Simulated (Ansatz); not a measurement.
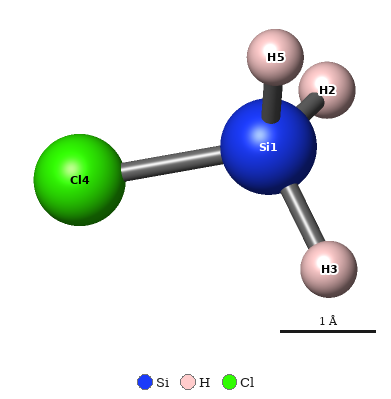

Fig. 1: The structure as given in the input (ball-and-stick view, seen at a tilt; atoms are numbered from 1 in the order of the input). Bond lengths as drawn: Cl–Si 2.06 Å and H–Si 1.48 Å.

## SiH$_{3}$Cl: geometry relaxation

- system: SiH$_{3}$Cl
- method: RKS PBE0-D4/def2-TZVP (Ansatz 0.2.0)

Figures and captions count atoms from 1; the log counts them from 0 in places.

## Output
```
Functional definition: PBE0
  name "PBE0"
  cite "Adamo & Barone, J. Chem. Phys. 110, 6158 (1999) doi:10.1063/1.478522"
  cite "Perdew, Burke & Ernzerhof, Phys. Rev. Lett. 77, 3865 (1996) doi:10.1103/PhysRevLett.77.3865"
  parent pbe
  parameter a = 0.25
  parameter kappa = 0.804
  parameter beta = 0.06672455060314922
  exchange = (1 - a)*pbe_x(kappa = kappa, mu = beta*pi^2/3) + a*exact_x
  correlation = pbe_c(beta = beta)
668 factors; their error is unknown
mean field evaluation 1: about -20442.9753 eV, gradient 1.0e1 eV
mean field evaluation 2: about -20443.1869 eV, gradient 6.4e0 eV
mean field evaluation 4: about -20443.2626 eV, gradient 1.4e-1 eV
mean field evaluation 8: about -20443.3331 eV, gradient 2.0e-2 eV
mean field -20443.33313800 eV, -751.2786358325 hartree, gradient 2.0e-5 eV, S^2 0.000000; 0 other end points of the search recorded, 0 dependent functions left out
the calculation of the forces begins
reference -20443.33316445 eV, -751.2786368045 hartree; 17, 17 occupied and 75, 75 virtual orbitals, 668 factors
relax step   1: F+E_penalty+E_count = -20443.39545518 eV  Δ(F+E_penalty+E_count) = +0.000e0 eV  max|allowed force component| = 1.898e-1 eV/Å  Δτ_max = 0.0000 Å  (24 SCF iters, accepted)
these checks for a lower state are left out or cut short: starts, cluster_reference, orbital_swaps, neighbouring_geometries, increment
668 factors; their error is unknown
mean field evaluation 16: about -20443.2630 eV, gradient 4.8e-1 eV
mean field -20443.33403923 eV, -751.2786689521 hartree, gradient 4.6e-5 eV, S^2 0.000000; 0 other end points of the search recorded, 0 dependent functions left out
the calculation of the forces begins
reference -20443.33406563 eV, -751.2786699224 hartree; 17, 17 occupied and 75, 75 virtual orbitals, 668 factors
relax step   2: F+E_penalty+E_count = -20443.39633445 eV  Δ(F+E_penalty+E_count) = -8.793e-4 eV  max|allowed force component| = 4.493e-2 eV/Å  Δτ_max = 0.0119 Å  (25 SCF iters, accepted)
these checks for a lower state are left out or cut short: starts, cluster_reference, orbital_swaps, neighbouring_geometries, increment
668 factors; their error is unknown
mean field -20443.33413820 eV, -751.2786725894 hartree, gradient 9.0e-6 eV, S^2 0.000000; 0 other end points of the search recorded, 0 dependent functions left out
the calculation of the forces begins
reference -20443.33416461 eV, -751.2786735597 hartree; 17, 17 occupied and 75, 75 virtual orbitals, 668 factors
relax step   3: F+E_penalty+E_count = -20443.39646829 eV  Δ(F+E_penalty+E_count) = -1.338e-4 eV  max|allowed force component| = 4.026e-2 eV/Å  Δτ_max = 0.0062 Å  (22 SCF iters, accepted)
these checks for a lower state are left out or cut short: starts, cluster_reference, orbital_swaps, neighbouring_geometries, increment
668 factors; their error is unknown
mean field evaluation 32: about -20443.3342 eV, gradient 5.7e-5 eV
mean field -20443.33419530 eV, -751.2786746875 hartree, gradient 5.7e-5 eV, S^2 0.000000; 0 other end points of the search recorded, 0 dependent functions left out
the calculation of the forces begins
reference -20443.33422171 eV, -751.2786756581 hartree; 17, 17 occupied and 75, 75 virtual orbitals, 668 factors
relax step   4: F+E_penalty+E_count = -20443.39651063 eV  Δ(F+E_penalty+E_count) = -4.234e-5 eV  max|allowed force component| = 7.949e-3 eV/Å  Δτ_max = 0.0021 Å  (19 SCF iters, accepted)
these checks for a lower state are left out or cut short: starts, cluster_reference, orbital_swaps, neighbouring_geometries, increment
668 factors; their error is unknown
mean field -20443.33419719 eV, -751.2786747573 hartree, gradient 2.0e-5 eV, S^2 0.000000; 0 other end points of the search recorded, 0 dependent functions left out
the calculation of the forces begins
reference -20443.33422360 eV, -751.2786757278 hartree; 17, 17 occupied and 75, 75 virtual orbitals, 668 factors
relax step   5: F+E_penalty+E_count = -20443.39651449 eV  Δ(F+E_penalty+E_count) = -3.859e-6 eV  max|allowed force component| = 5.071e-4 eV/Å  Δτ_max = 0.0003 Å  (18 SCF iters, accepted)
```

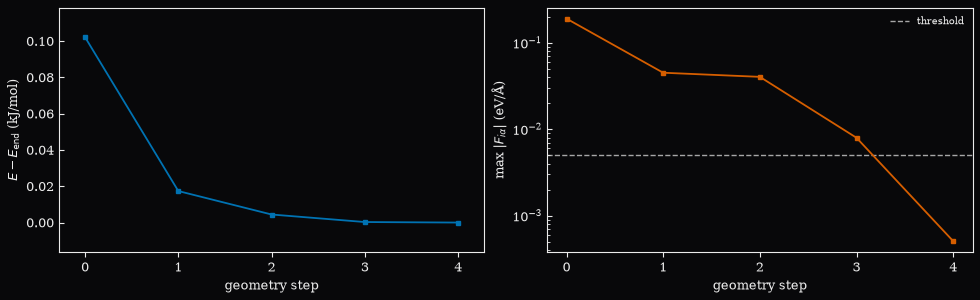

Fig. 2: Progress of the relaxation, step by step (the first geometry is step 0 here and step 1 in the log). The energy falls by 0.10 kJ/mol in 4 geometry steps. Largest force component: 0.19 eV/Å at the start, 0.00051 eV/Å at the end. The atom that moves furthest after the best rigid fit is Si1 (0.009 Å). By element the largest moves are Si 0.009 Å, H 0.006 Å, Cl 0.004 Å. Distances before and after: Si1–Cl4 2.059 → 2.054 Å. (Atoms are counted from 1 in the order of the input.)

```
668 factors; their error is unknown
mean field -20443.33419719 eV, -751.2786747573 hartree, gradient 2.0e-5 eV, S^2 0.000000; 1 other end points of the search recorded, 0 dependent functions left out
the calculation of the forces begins
reference -20443.33422360 eV, -751.2786757278 hartree; 17, 17 occupied and 75, 75 virtual orbitals, 668 factors
Total energy: -20443.39654090 eV, -751.2809658460 hartree
Atom 0 at    -0.383569     0.884076    -0.185712 Å, force     0.000293    -0.000507     0.000181 eV/Å
Atom 1 at     0.116041     0.495463    -1.524373 Å, force    -0.000154     0.000106     0.000362 eV/Å
Atom 2 at    -1.595673     0.106352     0.158663 Å, force     0.000327     0.000216    -0.000112 eV/Å
Atom 3 at    -0.876913     2.877017    -0.226702 Å, force    -0.000032     0.000102    -0.000009 eV/Å
Atom 4 at     0.668019     0.680662     0.836766 Å, force    -0.000434     0.000084    -0.000422 eV/Å
Dipole moment:     0.062986    -0.254453     0.005231 e Å
```

## Trajectory as extended XYZ (Å, eV, eV/Å), 5 frames, from step=1 to step=5
```
5
Properties=species:S:1:pos:R:3:forces:R:3 step=1 energy=-20443.39546
Si   -0.3828    0.8747   -0.1871   -0.0140   0.1898   0.0296
H     0.1173    0.4995   -1.5278    0.0035  -0.0409  -0.0084
H    -1.5999    0.1092    0.1606    0.0011  -0.0415  -0.0060
Cl   -0.8751    2.8737   -0.2256    0.0104  -0.0659  -0.0047
H     0.6684    0.6865    0.8385   -0.0009  -0.0415  -0.0105
5
Properties=species:S:1:pos:R:3:forces:R:3 step=2 energy=-20443.39633
Si   -0.3837    0.8864   -0.1853   -0.0015   0.0055  -0.0003
H     0.1156    0.4937   -1.5223    0.0033   0.0123  -0.0134
H    -1.5933    0.1052    0.1579   -0.0158   0.0080   0.0053
Cl   -0.8786    2.8810   -0.2275    0.0139  -0.0449   0.0038
H     0.6679    0.6773    0.8359    0.0001   0.0191   0.0045
5
Properties=species:S:1:pos:R:3:forces:R:3 step=3 energy=-20443.39647
Si   -0.3836    0.8844   -0.1857    0.0089  -0.0311   0.0019
H     0.1159    0.4960   -1.5243    0.0014  -0.0032  -0.0019
H    -1.5958    0.1069    0.1586   -0.0011  -0.0037   0.0006
Cl   -0.8765    2.8752   -0.2267   -0.0098   0.0403  -0.0006
H     0.6679    0.6811    0.8368    0.0005  -0.0023   0.0000
5
Properties=species:S:1:pos:R:3:forces:R:3 step=4 energy=-20443.39651
Si   -0.3835    0.8839   -0.1857   -0.0007   0.0052   0.0005
H     0.1161    0.4955   -1.5247   -0.0016   0.0006   0.0043
H    -1.5959    0.1063    0.1588    0.0040   0.0019  -0.0012
Cl   -0.8770    2.8773   -0.2267    0.0020  -0.0079   0.0001
H     0.6682    0.6807    0.8370   -0.0037   0.0002  -0.0037
5
Properties=species:S:1:pos:R:3:forces:R:3 step=5 energy=-20443.39651
Si   -0.3836    0.8841   -0.1857    0.0003  -0.0005   0.0002
H     0.1160    0.4955   -1.5244   -0.0002   0.0001   0.0004
H    -1.5957    0.1064    0.1587    0.0003   0.0002  -0.0001
Cl   -0.8769    2.8770   -0.2267    0.0000   0.0001   0.0000
H     0.6680    0.6807    0.8368   -0.0004   0.0001  -0.0004
```

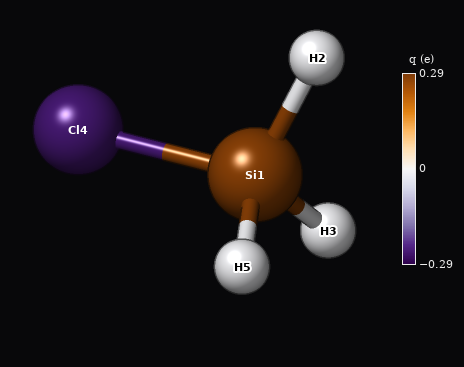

Fig. 3: Mulliken charges, as the colour of each atom (ball-and-stick view, seen at a tilt; atoms are numbered from 1 in the order of the input). By element: Si +0.28, H −0.01 and Cl −0.25 e.

This output came from the following input.

## Input
```yaml
crystal:
  periodic: [false, false, false]
  atoms:
    - {symbol: Si, position_ang: [-0.382788, 0.874742, -0.187075]}
    - {symbol: H, position_ang: [0.117280, 0.499515, -1.527833]}
    - {symbol: H, position_ang: [-1.599945, 0.109151, 0.160622]}
    - {symbol: Cl, position_ang: [-0.875086, 2.873660, -0.225620]}
    - {symbol: H, position_ang: [0.668444, 0.686500, 0.838548]}
basis:
  gaussian: {orbitals: def2-TZVP}
hamiltonian: {xc: pbe0, dispersion: d4}
relax: {f_tol: 0.005, max_steps: 200}
```

Command:
```bash
ansatz run in.yaml --threads 4 --pin off --events-out ev --progress --plain --max-ram 9574MiB
```

## Summary

| quantity | value |
| --- | --- |
| outcome | converged |
| total energy | −20443.3965 eV |
| mean-field energy | −20443.3342 eV |
| dispersion energy | −0.0623 eV |
| SCF solution under orbital rotations | stable |
| largest force (length of the vector) at the end | 0.001 eV/Å |
| dipole moment | 1.26 D |
| hardware | 4 threads of Arm Neoverse V1, 23 GiB of memory available, shared host |
| wall time | 2.9 s (CPU time 10 s) |
| peak memory | 0.42 GiB |
